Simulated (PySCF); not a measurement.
# SiCl2F (SMILES F[Si](Cl)Cl) at FCI/STO-6G

Aim: the vertical doublet–quartet gap of SiCl2F at FCI/STO-6G, from 2 runs. 

The calculation is run with PySCF 2.14.0.

9 further runs of the same task are left out: 2 that didn't finish, 7 set aside as unsound or not needed.

## 1. The molecule

SiCl2F: 4 atoms, total charge 0, spin state doublet. SMILES: `F[Si](Cl)Cl`. Geometry: relaxed at GFN2-xTB.

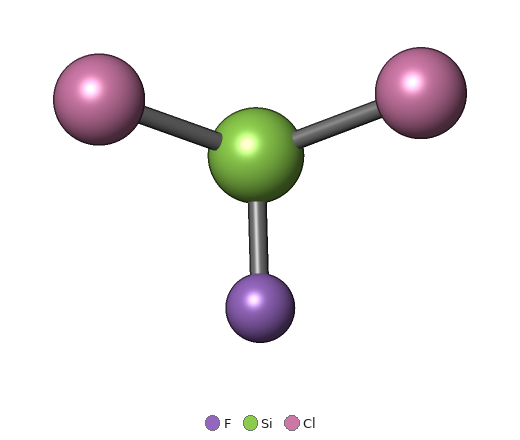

Viewed from a chosen angle; fluorine purple, silicon green, chlorine pink.

## 2. A single-point energy at FCI/STO-6G

run.py

```python
from pyscf import gto, scf, mcscf

mol = gto.M(
    atom='F 1.188320 -0.376450 0.907180; Si 0.062910 -0.422220 -0.255610; Cl -1.686390 -0.399210 0.731740; Cl 0.435160 1.197870 -1.383320',
    basis='sto-6g',
    spin=1,
    max_memory=1860,
    verbose=3,
)

hf = scf.ROHF(mol)
hf.conv_tol = 1e-10
hf.kernel()
if not hf.converged:
    hf = hf.newton().run(hf.mo_coeff, hf.mo_occ)

cas = mcscf.CASCI(hf, hf.mo_coeff.shape[-1] - 16, (mol.nelec[0] - 16, mol.nelec[1] - 16))  # full CI above the frozen core
cas.fix_spin_(ss=0.75)
cas.kernel()
energy = cas.e_tot
print('E(%s) = %.9f' % ('FCI', energy))
```

Launch:

```bash
OMP_NUM_THREADS=1 python run.py
```

Output:

```text
converged SCF energy = -1302.90911825072
CASCI E = -1302.97603245230  E(CI) = -105.928483089714  S^2 = 0.7500000
E(FCI) = -1302.976032452
```

Wall time 64 s (1 thread of Arm Neoverse V1, shared host); peak memory 0.34 GiB.

## 3. The quartet, same level

input.xyz

```xyz
4
Cl2FSi
F      1.188320    -0.376450     0.907180
Si     0.062910    -0.422220    -0.255610
Cl    -1.686390    -0.399210     0.731740
Cl     0.435160     1.197870    -1.383320
```

input.py

```python
from pyscf import gto, scf, mcscf

mol = gto.M(
    atom='input.xyz',
    spin=3,
    verbose=4,
    charge=0,
    basis='sto-6g',
    max_memory=1860,
)

mf = scf.ROHF(mol)
mf.conv_tol = 1e-10
mf.kernel()
if not mf.converged:
    mf = mf.newton().run(mf.mo_coeff, mf.mo_occ)

cas = mcscf.CASCI(mf, mf.mo_coeff.shape[-1] - 16, (mol.nelec[0] - 16, mol.nelec[1] - 16))  # full CI above the frozen core
cas.fix_spin_(ss=3.75)
cas.kernel()
energy = cas.e_tot
print(f'total energy: {energy:.8f} hartree')
```

Launch:

```bash
OMP_NUM_THREADS=1 python input.py
```

Output:

```text
PySCF version 2.14.0

[INPUT] num. atoms = 4
[INPUT] num. electrons = 57
[INPUT] charge = 0
[INPUT] spin (= nelec alpha-beta = 2S) = 3
[INPUT] symmetry False subgroup None
[INPUT] Mole.unit = angstrom
[INPUT] Symbol           X                Y                Z      unit          X                Y                Z       unit  Magmom
[INPUT]  1 F      1.188320000000  -0.376450000000   0.907180000000 AA    2.245599348343  -0.711387399593   1.714321745683 Bohr   0.0
[INPUT]  2 Si     0.062910000000  -0.422220000000  -0.255610000000 AA    0.118882670496  -0.797880164314  -0.483032894700 Bohr   0.0
[INPUT]  3 Cl    -1.686390000000  -0.399210000000   0.731740000000 AA   -3.186815239205  -0.754397566188   1.382788194389 Bohr   0.0
[INPUT]  4 Cl     0.435160000000   1.197870000000  -1.383320000000 AA    0.822333220366   2.263646232833  -2.614095942633 Bohr   0.0

nuclear repulsion = 267.85606695077
number of shells = 18
number of NR pGTOs = 192
number of NR cGTOs = 32
basis = sto-6g
ecp = {}

******** <class 'pyscf.scf.rohf.ROHF'> ********
method = ROHF
initial guess = minao
damping factor = 0
level_shift factor = 0
DIIS = <class 'pyscf.scf.diis.CDIIS'>
diis_start_cycle = 1
diis_space = 8
diis_damp = 0
SCF conv_tol = 1e-10
SCF conv_tol_grad = None
SCF max_cycles = 50
direct_scf = True
direct_scf_tol = 1e-13
num. doubly occ = 27  num. singly occ = 3
Set gradient conv threshold to 1e-05
init E= -1302.6420257062
  HOMO = 0.211908378972708  LUMO = 0.297219858434979  gap/eV = 2.32144
cycle= 1 E= -1302.44464953091  delta_E= 0.197  |g|= 0.294  |ddm|= 2.95
  HOMO = 0.206771526817026  LUMO = 0.443611134854463  gap/eV = 6.44473
cycle= 2 E= -1302.29267033366  delta_E= 0.152  |g|= 0.629  |ddm|= 1.77
  HOMO = 0.215853817477682  LUMO = 0.443953624010594  gap/eV = 6.20691
cycle= 3 E= -1302.49716867606  delta_E= -0.204  |g|= 0.174  |ddm|=  1.6
  HOMO = 0.223202465926309  LUMO = 0.456949384863228  gap/eV = 6.36058
cycle= 4 E= -1302.51158236628  delta_E= -0.0144  |g|= 0.122  |ddm|= 0.283
  HOMO = 0.219174661099587  LUMO = 0.456145895169976  gap/eV = 6.44832
cycle= 5 E= -1302.51986740866  delta_E= -0.00829  |g|= 0.0632  |ddm|= 0.259
  HOMO = 0.222209790907214  LUMO = 0.460609021393762  gap/eV = 6.48717
cycle= 6 E= -1302.52211895326  delta_E= -0.00225  |g|= 0.0216  |ddm|= 0.118
  HOMO = 0.221992179253557  LUMO = 0.461691041542293  gap/eV = 6.52254
cycle= 7 E= -1302.52243840556  delta_E= -0.000319  |g|= 0.00269  |ddm|= 0.0526
  HOMO = 0.222259309229516  LUMO = 0.461826366598508  gap/eV = 6.51895
cycle= 8 E= -1302.52246431387  delta_E= -2.59e-05  |g|= 0.0013  |ddm|= 0.0207
  HOMO = 0.222223681292037  LUMO = 0.461836556498851  gap/eV = 6.52020
cycle= 9 E= -1302.52248429359  delta_E= -2e-05  |g|= 0.00134  |ddm|= 0.0179
  HOMO = 0.222226651567925  LUMO = 0.461817041199927  gap/eV = 6.51959
cycle= 10 E= -1302.52248043743  delta_E= 3.86e-06  |g|= 0.00128  |ddm|= 0.00357
  HOMO = 0.222211624321019  LUMO = 0.461803576978128  gap/eV = 6.51963
cycle= 11 E= -1302.52247122835  delta_E= 9.21e-06  |g|= 0.00102  |ddm|= 0.0112
  HOMO = 0.222263549241073  LUMO = 0.461873837339288  gap/eV = 6.52013
cycle= 12 E= -1302.52247928072  delta_E= -8.05e-06  |g|= 0.000876  |ddm|= 0.0126
  HOMO = 0.222272491032252  LUMO = 0.461888530641826  gap/eV = 6.52028
cycle= 13 E= -1302.52248926161  delta_E= -9.98e-06  |g|= 0.000577  |ddm|= 0.0193
  HOMO = 0.222361348696802  LUMO = 0.461967190974149  gap/eV = 6.52001
cycle= 14 E= -1302.52250854137  delta_E= -1.93e-05  |g|= 0.000117  |ddm|= 0.0546
  HOMO = 0.222357367517894  LUMO = 0.461979029411798  gap/eV = 6.52044
cycle= 15 E= -1302.52250879776  delta_E= -2.56e-07  |g|= 3.81e-05  |ddm|= 0.00568
  HOMO = 0.222360149007433  LUMO = 0.46198509822733  gap/eV = 6.52053
cycle= 16 E= -1302.52250880911  delta_E= -1.14e-08  |g|= 1.16e-05  |ddm|= 0.00111
  HOMO = 0.222359698157227  LUMO = 0.461982965621448  gap/eV = 6.52048
cycle= 17 E= -1302.52250881012  delta_E= -1.01e-09  |g|= 7.86e-06  |ddm|= 0.000181
  HOMO = 0.222360956199199  LUMO = 0.461984050982703  gap/eV = 6.52048
cycle= 18 E= -1302.52250881066  delta_E= -5.41e-10  |g|= 4.51e-06  |ddm|= 0.000143
  HOMO = 0.222360847415329  LUMO = 0.461983928765523  gap/eV = 6.52048
cycle= 19 E= -1302.52250881101  delta_E= -3.46e-10  |g|= 1.93e-06  |ddm|= 0.000118
  HOMO = 0.22236089338856  LUMO = 0.461983999977742  gap/eV = 6.52048
cycle= 20 E= -1302.52250881104  delta_E= -3.52e-11  |g|= 1.21e-06  |ddm|= 2.67e-05
  HOMO = 0.222360872971894  LUMO = 0.461983992976987  gap/eV = 6.52048
Extra cycle  E= -1302.52250881105  delta_E= -1.05e-11  |g|= 9.86e-07  |ddm|= 1.01e-05
converged SCF energy = -1302.52250881105

******** <class 'pyscf.mcscf.casci.CASCI'> ********
CAS (14e+11e, 16o), ncore = 16, nvir = 0
natorb = False
canonicalization = True
sorting_mo_energy = False
******** <class 'pyscf.fci.addons.SpinPenaltyFCISolver'> ********
max. cycles = 200
conv_tol = 1e-08
davidson only = True
linear dependence = 1e-12
level shift = 0.001
max iter space = 12
nroots = 1
pspace_size = 400
spin = None
Density matrix diagonal elements [1.99731238 1.9987411  1.99862907 1.98633966 1.98124352 1.98754078
 1.97233076 1.96701888 1.97816107 1.98302365 1.92044245 1.13264448
 1.01697364 0.93837173 0.09642301 0.04480382]
CASCI converged
CASCI E = -1302.59588734406  E(CI) = -105.552090984818  S^2 = 3.7500000
total energy: -1302.59588734 hartree
```

Wall time 2.7 min (1 thread of Arm Neoverse V1, shared host); peak memory 0.24 GiB.

## 4. Summary of results

Level: FCI/STO-6G, 16 core orbitals frozen.

| quantity | value |
| --- | --- |
| doublet: total energy | -1302.97603 Eh |
| doublet: dipole moment (Hartree–Fock density) | 2.68 D |
| doublet: correlation energy (16 core orbitals frozen) | -66.9 mEh |
| quartet: total energy | -1302.59589 Eh |
| quartet: dipole moment (Hartree–Fock density) | 2.06 D |
| quartet: correlation energy (16 core orbitals frozen) | -73.4 mEh |
| vertical energy of the quartet above the doublet | 10.344 eV |

**Reading.** At this shape the quartet lies 10.34 eV (998 kJ/mol) above the doublet. In a minimal basis such a difference can be off by several eV, whatever the method. Mulliken charges (doublet) of the mean-field density run from -0.36 on Cl3 to +1.02 on Si2. Mulliken charges (quartet) of the mean-field density run from -0.33 on F1 to +0.64 on Si2.
